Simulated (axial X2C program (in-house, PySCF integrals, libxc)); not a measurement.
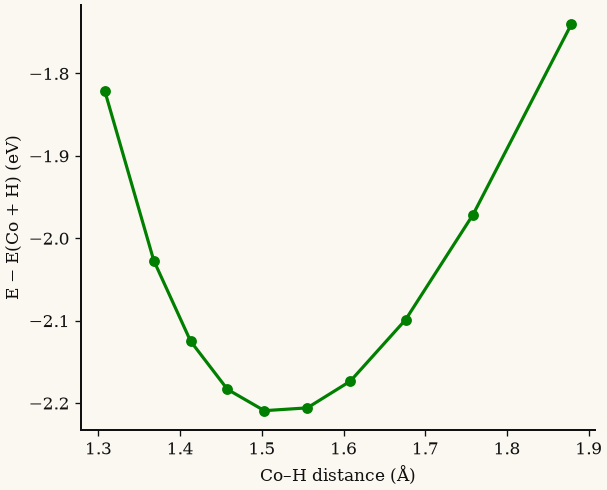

**Figure 1.** Energy at 10 bond lengths, for one set of occupations held fixed; the line joins the points. A polynomial of degree 6 through 9 points gives rₑ = 1.523 Å, ωₑ = 1817 cm⁻¹, ωₑxₑ = 31 cm⁻¹ and Bₑ = 7.331 cm⁻¹. The minimum lies 2.21 eV below Co + H, each computed as one determinant at the same level.

Relativistic diatomic calculation, with input and output: CoH

System: CoH, single determinant with M_S = 1 and |Λ| = 2.
Method: PBE0, spin-free X2C-1e, Co dyall-cv3z, H dyall-v3z (cores contracted) (axial X2C program (in-house, PySCF integrals, libxc)).

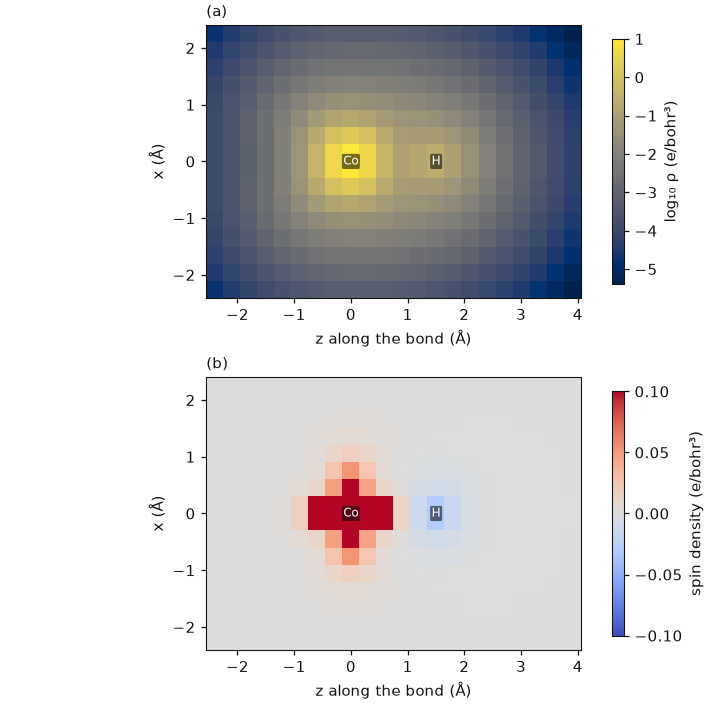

**Figure 2.** (a) electron density on a logarithmic scale; (b) spin density, in a plane that holds the axis, at 1.50 Å, on points 0.3 Å apart (one half computed, the other mirrored); the structure near the nuclei is finer than these points.

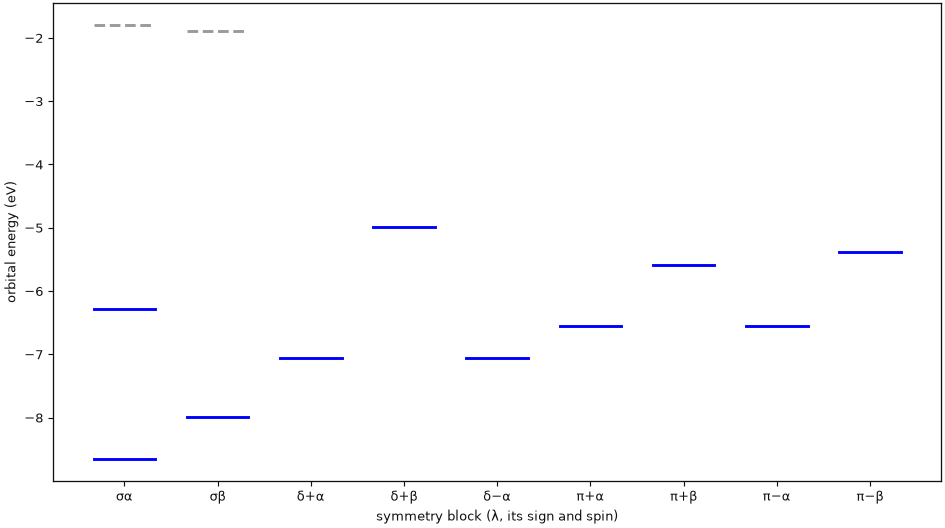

**Figure 3.** Orbital energies near the frontier at 1.50 Å, filled (solid) and empty (dashed); a label such as π−α means λ = −1 and α spin. The highest filled orbital (δ+β; 100 % Co d) lies at −4.99 eV, the lowest empty one (σβ; 54 % Co s, 34 % Co p) at −1.89 eV.

These pictures come from the run below.

## The input
```
{"zs": [27, 1], "q": 0, "bas": ["dyall-cv3z", "dyall-v3z"], "levels": ["PBE0", "HF", "BLYP"], "cc": true, "r0": 1.43, "thr": -2.0, "nmax": 90, "npts": 10, "nst": 2, "ntry": 6}
```

The line is the task of a batch: nuclear charges, charge, bases, the levels to run, a first guess of the distance and further settings. This report covers PBE0 without spin-orbit coupling. The log is that of the reference distance 1.503 Å, started from orbitals converged before.

Launched within a batch (the task file carries these settings):
```bash
python <driver script> task.json out
```

## Log
```
spin-free X2C-1e  PBE0
basis functions 125  fitting functions 693  grid points 5066
iter        total energy     max residual
   1      -1393.624313642     2.58e-05
   2      -1393.624313655     1.94e-05
   3      -1393.624313659     1.58e-05
   4      -1393.624313661     7.83e-06
   5      -1393.624313663     1.34e-06
converged
one-electron -1950.96867262  Coulomb 608.01640673  exact exchange -14.72692706  xc functional -45.45129814  nuclear repulsion 9.50617744
```

## The points of the curve

```csv
R (Å),E (hartree),"dipole (D; origin at the first atom, positive when the second is positive)",highest filled (eV),lowest empty (eV)
1.308,−1393.610037,−2.47,−4.99,−1.80
1.368,−1393.617620,−2.59,−4.99,−1.82
1.413,−1393.621217,−2.68,−4.99,−1.84
1.458,−1393.623364,−2.77,−4.98,−1.86
1.503,−1393.624314,−2.85,−4.99,−1.89
1.556,−1393.624189,−2.93,−4.99,−1.93
1.608,−1393.622998,−3.02,−5.00,−1.97
1.676,−1393.620260,−3.12,−5.02,−2.05
1.758,−1393.615566,−3.23,−5.04,−2.16
1.879,−1393.607080,−3.37,−5.09,−2.31
```

## Results in brief

- outcome: converged
- bond length rₑ: 1.523 Å
- ωₑ: 1817 cm⁻¹
- energy at the minimum: −1393.62441 hartree
- depth below the fragments: 2.21 eV
- largest ⟨S²⟩ along the curve: 2.05
- hardware: 1 thread of Arm Neoverse V2, 112 GiB of memory available, shared host
- wall time: 1.9 s
- peak memory: 0.57 GiB
